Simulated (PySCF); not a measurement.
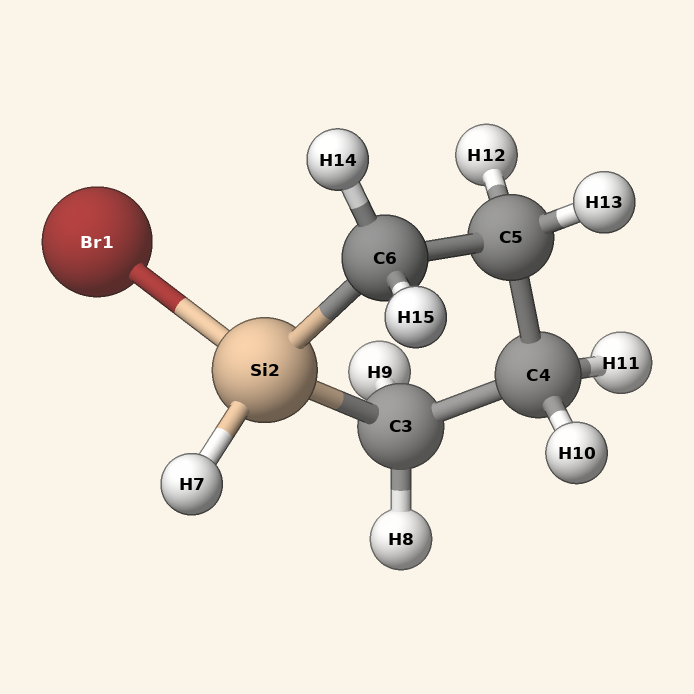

The computed structure is the end point of a PBE0-D3(BJ)/def2-SVP optimisation. No frequency run is at hand to confirm it as a minimum. Level of theory: delta-SCF UKS SCAN, pcX-2 on the ionised atom, pcseg-1 elsewhere, spin-free X2C (PySCF 2.14.0).

Give the core-electron binding energies (to vacuum; p and d levels without spin–orbit splitting) of Si2 1s, Si2 2p, C3 1s, C4 1s.

```tsv
atom	level	binding energy (eV)
Si2	1s	1846.8
Si2	2p	107.2
C3	1s	290.1
C4	1s	290.7
```
